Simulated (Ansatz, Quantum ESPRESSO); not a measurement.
# Na3HSe (Pm-3m): third-order response, part 3 of 3

Wanted: vibrational spectra of Na3HSe (Pm-3m) from linear and non-linear response.

Quantum ESPRESSO 8.0 development, patched; DFT LDA, scalar-relativistic, plane waves, PseudoDojo norm-conserving pseudopotentials.

So far, highest optical zone-centre mode (no LO-TO term) (cm⁻¹): step 6 (zone-centre analysis) 306; step 8 (without ASR) 307.

## Step 10: The same in Ansatz

A second program on the same cell, potentials, cutoff and meshes tests the implementation of the phonon response, not its convergence. Its field response is summed in its own way. Its k mesh is centred on Γ.

This step: DFT LDA, scalar-relativistic, plane waves, PseudoDojo norm-conserving pseudopotentials (Ansatz 0.2.0).

File input.yaml:

```yaml
crystal:
  lattice:
    - [5.3068398436, 0.0, 0.0]
    - [0.0, 5.3068398436, 0.0]
    - [0.0, 0.0, 5.3068398436]
  atoms:
    - { symbol: H, position: [0.0, 0.0, 0.0] }
    - { symbol: Se, position: [0.5, 0.5, 0.5] }
    - { symbol: Na, position: [0.5, 0.5, 0.0] }
    - { symbol: Na, position: [0.5, 0.0, 0.5] }
    - { symbol: Na, position: [0.0, 0.5, 0.5] }
kpoints:
  mp_grid: { grid: [4, 4, 4] }
hamiltonian:
  xc: lda
  pseudopotentials: { kind: nc, accuracy: standard }
scf:
  occupations: { method: fixed }
output:
  eigenvalues: true
basis:
  ecutwfc: 1197.301
phonons:
  method: dfpt
  dielectric: true
  rigid_motions: translations
  raman: true
```

Command:

```console
> ansatz run input.yaml --threads 4 --pin off --max-ram 16384MiB --backend cpu --events-out ev --progress --plain --runs-dir out
```

The program printed:

```text
Engine: ansatz 0.2.0, x86_64-unknown-linux-gnu
Pseudopotentials: kind: nc
Pseudopotential: H, nc, valence charge 1, recommended cutoff 1006.821291 eV (normal), H.nc.azcp (PseudoDojo's, or run here from an input of PseudoDojo's; its table is named by hamiltonian.pseudopotentials.accuracy)
Pseudopotential: Se, nc, valence charge 16, recommended cutoff 1170.089609 eV (normal), Se.nc.azcp (PseudoDojo's, or run here from an input of PseudoDojo's; its table is named by hamiltonian.pseudopotentials.accuracy)
Pseudopotential: Na, nc, valence charge 9, recommended cutoff 1197.300995 eV (normal), Na.nc.azcp (PseudoDojo's, or run here from an input of PseudoDojo's; its table is named by hamiltonian.pseudopotentials.accuracy)
Functional definition: SPW92
  exchange = slater_x
  correlation = pw_c
Crystal: 5 atoms, lattice volume = 149.454 Å³
Basis set: ecut = 1197.301 eV, 13997 PW (Γ), exchange–correlation on 120×120×120 points (8 copies of the dense FFT grid, shifted against one another)
Bands: 27, of which v1, the nominal top of the filled ones, is band 22 counted from 1 (21 counted from 0)
Symmetry: 48 space group operations
k-points: 30 of 64 (irreducible under 2 space group operations, time reversal used)
Non-local potential: H, projectors of the file, l = 0: 2, l = 1: 1
Non-local potential: Se, projectors of the file, l = 0: 2, l = 1: 2, l = 2: 2
Non-local potential: Na, projectors of the file, l = 0: 2, l = 1: 2
Initial density: superposition of atomic densities (chi_scale 0.1, normalization cell), built separately for each of the 2 bonded fragments (scf.initial_density.interfragment_charge_transfer: auto; true builds it for the cell as a whole; a typed value also counts as a typed key of the start: scf.initial_density.chi_scale says what that changes, if anything)
Initial wavefunctions: pseudopotential atomic-orbital guess
Functional: x = slater, c = lda
SCF iter   1: F=—  HF=-7041.940198 eV  |F-HF|=—  |Δ(HF+E_count)|=         —  Δρ=7.19e-2  dr2=9.07e0  ethr=3.10e-3  ⟨swp⟩=5.1  Hψ=2939  notcnv=0  defer=74
preconditioner: auto → Resta (q_TF=auto, 2.225 Å⁻¹)  ε∞=3.0  [insulator: Δε(μ)=1.867 eV  Ē_g=6.853 eV  n_scr=26 (ndim 8)  ℏωp=9.6 eV  f_vac=0.007  ε∞_Penn≈3.0]
SCF iter   2: F=—  HF=-7038.817618 eV  |F-HF|=—  |Δ(HF+E_count)|=    3.12e0  Δρ=1.99e-2  dr2=6.04e-1  ethr=3.10e-3  ⟨swp⟩=3.1  Hψ=2080  notcnv=0  defer=64
SCF iter   3: F=—  HF=-7038.631790 eV  |F-HF|=—  |Δ(HF+E_count)|=   1.86e-1  Δρ=7.96e-3  dr2=8.55e-2  ethr=1.37e-3  ⟨swp⟩=3.4  Hψ=1683  notcnv=0  defer=78
SCF iter   4: F=—  HF=-7038.631077 eV  |F-HF|=—  |Δ(HF+E_count)|=   7.13e-4  Δρ=1.22e-3  dr2=4.14e-3  ethr=1.94e-4  ⟨swp⟩=2.1  Hψ=998  notcnv=0  defer=83
SCF iter   5: F=—  HF=-7038.632239 eV  |F-HF|=—  |Δ(HF+E_count)|=   1.16e-3  Δρ=3.73e-4  dr2=1.88e-4  ethr=9.42e-6  ⟨swp⟩=2.7  Hψ=1028  notcnv=0  defer=84
SCF iter   6: F=—  HF=-7038.632382 eV  |F-HF|=—  |Δ(HF+E_count)|=   1.44e-4  Δρ=9.69e-5  dr2=1.03e-5  ethr=4.28e-7  ⟨swp⟩=2.5  Hψ=1208  notcnv=0  defer=83
SCF iter   7: F=—  HF=-7038.632389 eV  |F-HF|=—  |Δ(HF+E_count)|=   7.16e-6  Δρ=1.58e-5  dr2=3.73e-7  ethr=2.35e-8  ⟨swp⟩=2.0  Hψ=1140  notcnv=0  defer=72
SCF iter   8: F=—  HF=-7038.632250 eV  |F-HF|=—  |Δ(HF+E_count)|=   1.39e-4  Δρ=3.18e-6  dr2=2.11e-8  ethr=8.47e-10  ⟨swp⟩=2.0  Hψ=929  notcnv=0  defer=63
SCF iter   9: F=—  HF=-7038.632250 eV  |F-HF|=—  |Δ(HF+E_count)|=   2.00e-8  Δρ=1.04e-6  dr2=1.19e-9  ethr=4.79e-11  ⟨swp⟩=2.0  Hψ=930  notcnv=0  defer=63
SCF iter  10: F=-7038.632250 eV  HF=-7038.632250 eV  |F-HF|=1.46e-11  |Δ(HF+E_count)|=  4.55e-11  Δρ=2.11e-7  dr2=3.93e-11  ethr=1.00e-12  ⟨swp⟩=15.4  Hψ=5366  notcnv=0
SCF 1 converged in 10 iterations: F = -7038.632250 eV  dr2 = 3.93e-11
DFPT response loops at Γ: preconditioner auto → none (the input reference at scf.mixing.eps_inf says where Resta's filter doesn't serve); β = 0.50; Broyden in place of MSR1
── the response to a field inside a basis, on 8×8×8 k-points: an SCF that follows is theirs, and a resumed run solves both again ──
Bands: 23, of which v1, the nominal top of the filled ones, is band 22 counted from 1 (21 counted from 0)
k-points: 20
Initial density: handed on by an earlier stage of this run
Initial wavefunctions: pseudopotential atomic-orbital guess (no wavefunctions were taken with the density)
Eigensolver: Dense (20 Hₖ)
SCF iter   1: F=—  HF=-7038.619524 eV  |F-HF|=—  |Δ(HF+E_count)|=         —  Δρ=1.55e-4  dr2=4.41e-6  ethr=1.00e-1
preconditioner: auto → Resta (q_TF=auto, 2.225 Å⁻¹)  ε∞=5.2  [insulator: Δε(μ)=1.860 eV  Ē_g=4.180 eV  n_scr=26 (ndim 8)  ℏωp=8.6 eV  f_vac=0.267  ε∞_Penn≈5.2]
SCF iter   2: F=—  HF=-7038.619525 eV  |F-HF|=—  |Δ(HF+E_count)|=   8.38e-7  Δρ=7.71e-5  dr2=1.04e-6  ethr=1.00e-8
SCF iter   3: F=—  HF=-7038.619525 eV  |F-HF|=—  |Δ(HF+E_count)|=   4.90e-7  Δρ=6.01e-6  dr2=3.51e-8  ethr=2.37e-9
SCF iter   4: F=—  HF=-7038.619525 eV  |F-HF|=—  |Δ(HF+E_count)|=   1.47e-8  Δρ=1.52e-6  dr2=3.30e-9  ethr=7.98e-11
SCF iter   5: F=—  HF=-7038.619525 eV  |F-HF|=—  |Δ(HF+E_count)|=   2.02e-9  Δρ=2.79e-7  dr2=1.13e-10  ethr=7.51e-12
SCF iter   6: F=-7038.619525 eV  HF=-7038.619525 eV  |F-HF|=7.28e-12  |Δ(HF+E_count)|=  9.64e-11  Δρ=7.32e-8  dr2=7.35e-12  ethr=1.00e-12
SCF 1 converged in 6 iterations: F = -7038.619525 eV  dr2 = 7.35e-12
DFPT response loops at Γ: mixed as the last ones told, above
DFPT response loops at Γ: mixed as the last ones told, above
WARN: field response: ε∞ stands inside a basis, on 8×8×8 points; the force constants stand on the 4×4×4 k-mesh, whose period is 10.89 times the interband length at k = (0.0000, 0.0000, -0.5000), direct gap 1.747 eV, under 14: take them and everything formed from them as unconverged, and compare with a denser kpoints.mp_grid
SCF converged after 10 iterations
Free energy (F): -7038.632250 eV
Harris-Foulkes:  -7038.632250 eV  (|F-HF|=1.46e-11)
Internal energy: -7038.632250 eV  (E = F + TS)
E sigma→0 (E₀):  -7038.632250 eV
Fermi energy:    0.892830 eV
--- Per-component energies (eV) ---
  E_band       = -1192.821976
  E_kinetic    = 4408.255892
  E_local      = -8479.862781  (includes V_loc(G=0)·N_el)
  E_nonlocal   = -2598.082067
  E_hartree    = 3332.799355
  E_xc         = -1203.018306
  E_vxc        = -1188.731633  (∫ρ·V_xc dr)
  E_ewald      = -2498.724343
  E_smearing   = -0.000000  (= −TS)
  E_closure    = -0.000000  (closes the sum)
  Σ components = -7038.632250   (vs F -7038.632250, Δ=0.00e0)
--- Band table (eV; the first three rows and the last of 30) ---
  k-point 0: bands = [... 18 lower, -0.7014, -0.7014, -0.7014, -0.1484, 3.9389, 5.0631, 5.0631, 6.7533, ... 1 higher]
  k-point 1: bands = [... 18 lower, -1.2409, -0.6754, -0.6754, 0.3951, 3.3581, 5.2458, 5.4021, 6.1342, ... 1 higher]
  k-point 2: bands = [... 18 lower, -1.5737, -0.6486, -0.6486, 0.8756, 2.6226, 5.7200, 5.7200, 5.7708, ... 1 higher]
  k-point 29: bands = [... 18 lower, -1.2049, -1.2049, -1.2049, 0.8928, 3.6241, 3.6241, 3.6241, 7.0166, ... 1 higher]
--- Phonons (Γ-DFPT): 4 representative perturbations + reference, on 30 of 64 k-points (Σ response iterations 15) ---
  k mesh reduced under 2 symmetry operations, with k and −k counted as one. Each operation leaves every solved perturbation unchanged. A smaller set is not considered because the run solves the response to a homogeneous field
  ASR residual: 3.707e-4 → 0.000e0 eV/Å²; symmetrization residual: 5.631e-6 eV/Å²
  ASR residual per site (eV/Å²): 1.12e-4 5.71e-5 3.71e-4 3.71e-4 3.71e-4
  Γ frequencies (cm⁻¹): -298.24 -298.24 -298.24 -53.63 -53.63 -53.63 0.00 0.00 0.00 136.58 136.58 136.58 306.01 306.01 306.01
  ε∞ (high-frequency dielectric tensor):
        3.668002     0.000000     0.000000
        0.000000     3.668002     0.000000
        0.000000     0.000000     3.668002
  softest optical mode at Γ: -298.24 cm⁻¹; the repairs (sum rule, projections) moved no ω² at Γ by more than (7.27 cm⁻¹)²
  Born effective charges Z* (e; rows j = field, columns β = displacement):
    site 0:
        -1.34102   -0.00000    0.00000
         0.00000   -1.34102   -0.00000
        -0.00000    0.00000   -1.34102
    site 1:
        -1.67419   -0.00000    0.00000
         0.00000   -1.67419   -0.00000
        -0.00000    0.00000   -1.67419
    site 2:
         0.93297   -0.00000    0.00000
         0.00000    0.93297   -0.00000
         0.00000    0.00000    1.14926
    site 3:
         0.93297    0.00000    0.00000
         0.00000    1.14926   -0.00000
        -0.00000    0.00000    0.93297
    site 4:
         1.14926   -0.00000    0.00000
        -0.00000    0.93297    0.00000
        -0.00000    0.00000    0.93297
  Z* charge neutrality: 2.254e-3 e pre-enforcement
  solved inside a basis spanned on kpoints, on 8×8×8 k-points transformed towards the longest dipole: ε∞ is read to err by 9.0e-3, Z* by 1.8e-2 e (field_mesh: kpoints solves on kpoints); Z* is corrected for what the basis lacks
  Raman tensors (in the event stream and the table raman_tensors.tsv): an entry may err by 4.1e-3 Å², one of the second-order susceptibility by 8.0e-19 pm/V (basis, points and sum rule); their sum over the sites missed zero by 1.609e-20 Å² ahead of its enforcement
  optical modes at Γ without the LO–TO term, one row a degenerate level:
      ω (cm⁻¹)  modes    IR ((D/Å)²/amu)  static Raman (Å⁴/amu)  depolarisation
       -298.24      3           123.2623                 0.0000               —
        -53.63      3             0.0000                 0.0000               —
        136.58      3             4.5558                 0.0000               —
        306.01      3             7.3350                 0.0000               —
  optical modes at Γ + LO–TO along q̂ = [1.0000, 0.0000, 0.0000]:
      ω (cm⁻¹)  modes    IR ((D/Å)²/amu)  static Raman (Å⁴/amu)  depolarisation
       -298.24      2            82.1748                 0.0000               —
        -53.63      3             0.0000                 0.0000               —
         88.09      1             3.7712                 0.0000               —
        136.58      2             3.0372                 0.0000               —
        237.59      1            13.8365                 0.0000               —
        306.01      2             4.8900                 0.0000               —
        366.63      1            27.4433                 0.0000               —
  optical modes at Γ + LO–TO along q̂ = [0.0000, 1.0000, 0.0000]:
      ω (cm⁻¹)  modes    IR ((D/Å)²/amu)  static Raman (Å⁴/amu)  depolarisation
       -298.24      2            82.1748                 0.0000               —
        -53.63      3             0.0000                 0.0000               —
         88.09      1             3.7712                 0.0000               —
        136.58      2             3.0372                 0.0000               —
        237.59      1            13.8365                 0.0000               —
        306.01      2             4.8900                 0.0000               —
        366.63      1            27.4433                 0.0000               —
  optical modes at Γ + LO–TO along q̂ = [0.0000, 0.0000, 1.0000]:
      ω (cm⁻¹)  modes    IR ((D/Å)²/amu)  static Raman (Å⁴/amu)  depolarisation
       -298.24      2            82.1748                 0.0000               —
        -53.63      3             0.0000                 0.0000               —
         88.09      1             3.7712                 0.0000               —
        136.58      2             3.0372                 0.0000               —
        237.59      1            13.8365                 0.0000               —
        306.01      2             4.8900                 0.0000               —
        366.63      1            27.4433                 0.0000               —
```

Elapsed: 4.9 min, on 4 threads of Intel Xeon 6975P-C (Granite Rapids), shared host; peak memory 3.3 GiB.

This step gave:

```
sum-rule residual before enforcement             : 3.71e-4 eV/Å²
miss of the charge sum rule                      : 0.002254 e
estimated error of the dielectric tensor         : 0.008988
estimated error of the Born charges              : 0.01797 e
highest optical zone-centre mode (no LO-TO term) : 306.0 cm⁻¹
lowest optical zone-centre mode                  : -298.2 cm⁻¹
mean high-frequency dielectric constant          : 3.668
largest Born charge in size (third of the trace) : 1.674 e
highest mode moved by the LO-TO term             : 366.6 cm⁻¹
```

Transverse modes; imaginary modes left out. Lines of the infrared spectrum (strongest = 100):

| position (cm⁻¹) | label | IR intensity ((D/Å)²/amu), degenerate modes summed, relative |
| --- | --- | --- |
| 137 | T1u | 62 |
| 306 | T1u | 100 |

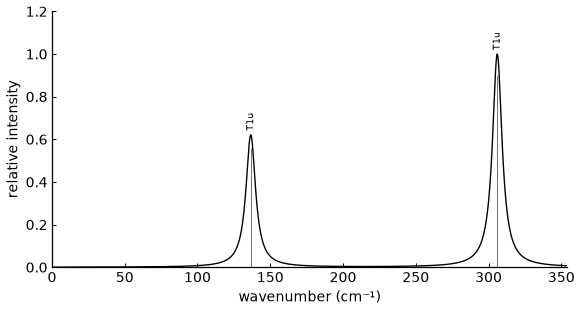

The infrared spectrum, broadened with Lorentzians of width 8 cm⁻¹; bars mark the lines.

The log warns that the force constants on this k mesh are to be taken as unconverged.

## Step 11: The two compared: QE PseudoDojo and Ansatz, PseudoDojo

Numbers from this step:

| Item | Value |
| --- | --- |
| root-mean-square difference | 0.09 cm⁻¹ |
| largest difference | 0.14 cm⁻¹ |

The 12 of 12 modes that differ most. Frequencies side by side:

| q (reciprocal lattice) | mode | QE PseudoDojo (cm⁻¹) | Ansatz, PseudoDojo (cm⁻¹) |
| --- | --- | --- | --- |
| 0 0 0 | 1 | -298.1 | -298.2 |
| 0 0 0 | 2 | -298.1 | -298.2 |
| 0 0 0 | 3 | -298.1 | -298.2 |
| 0 0 0 | 4 | -53.59 | -53.63 |
| 0 0 0 | 5 | -53.59 | -53.63 |
| 0 0 0 | 6 | -53.59 | -53.63 |
| 0 0 0 | 10 | 136.7 | 136.6 |
| 0 0 0 | 11 | 136.7 | 136.6 |
| 0 0 0 | 12 | 136.7 | 136.6 |
| 0 0 0 | 13 | 306 | 306 |
| 0 0 0 | 14 | 306 | 306 |
| 0 0 0 | 15 | 306 | 306 |

The two runs side by side. Further quantities:

| quantity | QE PseudoDojo | Ansatz, PseudoDojo |
| --- | --- | --- |
| mean ε∞ | 3.73 | 3.668 |
| largest Born charge in size (e; the first before, the second after the charge sum rule) | 1.675 | 1.674 |
| summed IR intensity ((D/Å)²/amu) | 137.3 | 135.2 |

At the zone centre the largest difference (acoustic modes at Γ apart) is 0.05 % of the highest mode.

## Step 12: Results

| Quantity | Value |
| --- | --- |
| space group after relaxation | Pm-3m |
| volume per atom | 29.9 Å³ |
| gap on the k-mesh | 1.73 eV |
| highest optical zone-centre mode (no LO-TO term) | 306.0 cm⁻¹ |
| lowest optical zone-centre mode | -298.1 cm⁻¹ |
| highest mode moved by the LO-TO term | 366.1 cm⁻¹ |
| mean high-frequency dielectric constant | 3.73 |
| largest Born charge in size (third of the trace) | 1.68 e |
| imaginary optical modes at the zone centre (no q mesh in this session) | yes |
| largest difference from Ansatz, PseudoDojo | 0.14 cm⁻¹ |

**Reading.** No mode is Raman active in this structure; the strongest infrared line lies at 306 cm⁻¹. At the LDA level the optical modes of Na3HSe (Pm-3m) at the zone centre (no LO-TO term) run from 298i to 306 cm⁻¹, so the structure is a saddle point, with 6 modes beyond 10i cm⁻¹ there. Along the directions run, the highest mode that the macroscopic field moves lies at 366 cm⁻¹. Of the 12 optical modes, 9 are infrared active alone and 3 are silent. QE PseudoDojo and Ansatz, PseudoDojo agree to 0.14 cm⁻¹ (0.05 % of the highest mode compared) on all solved modes but the acoustic ones at Γ, without the LO-TO term. These are harmonic frequencies at zero temperature: anharmonic shifts and linewidths and thermal expansion are left out. Ansatz's log warns that force constants on this k mesh are to be taken as unconverged, an error that the frequencies of both programs share. The build is a development version in which the Raman tensors of release 7.5 are mended; dynmat.x leaves out the electro-optic term of LO lines. The structure is a hypothetical one, built on a prototype.

[Host names and launcher messages were left out of these logs when they were recorded.]

[Logs are printed without paths, hosts, clocks, repeated set-up lines and the standing remarks that a program may print on its own settings, such as how far it seeks lower states.]

[Hosts, paths, dates, database ids (printed as entryN), source tags and the programs' standing remarks are cut or masked in the printed files.]
